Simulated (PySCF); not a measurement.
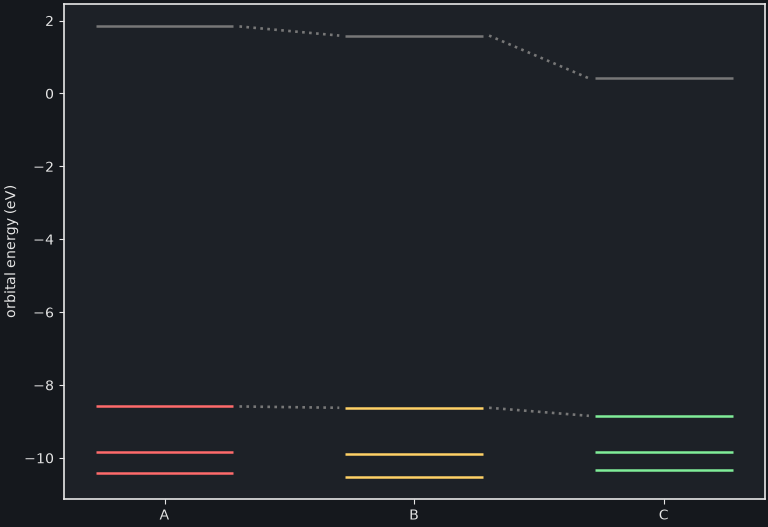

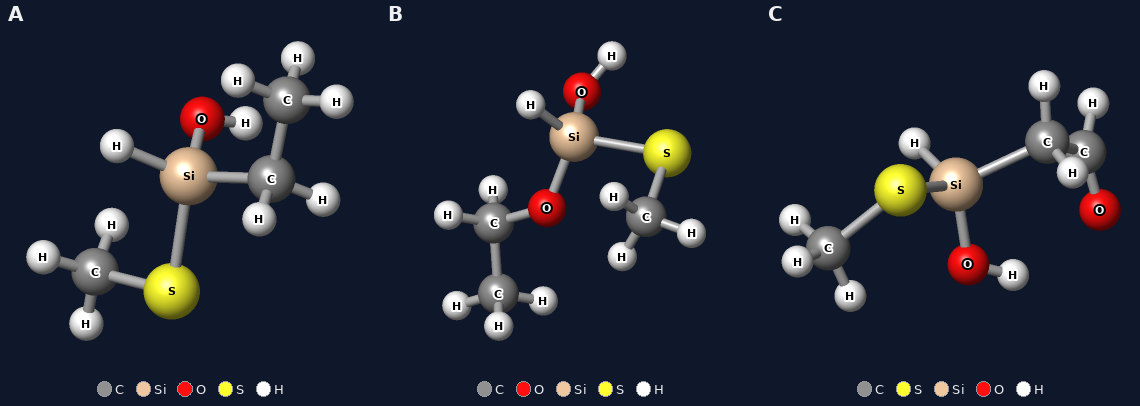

Related molecules: A is C₃H₁₀OSSi, SMILES CC[Si@@H](O)SC; B is C₃H₁₀O₂SSi, SMILES CCO[Si@H](O)SC; C is C₃H₈O₂SSi, SMILES CS[Si@H](O)CC=O. Frontier orbital energies, ωB97X-D/def2-SVPD with PySCF, at a GFN2-xTB geometry (no frequency check); drawn are at most three filled levels and, in grey, the LUMO with any level within 0.03 eV of it; dotted lines join the HOMOs and the LUMOs.

What does the change do to the frontier levels?

From A to B the HOMO hardly moves and the LUMO falls by 0.25 eV, so the separation goes from 10.43 to 10.21 eV. From A to C the HOMO falls by 0.26 eV and the LUMO falls by 1.42 eV, so the separation goes from 10.43 to 9.26 eV.

Limits of at least one run: empty levels above zero depend strongly on the basis; one conformer of a flexible molecule; the tight-binding geometry is rougher than a DFT one and adds to the error.
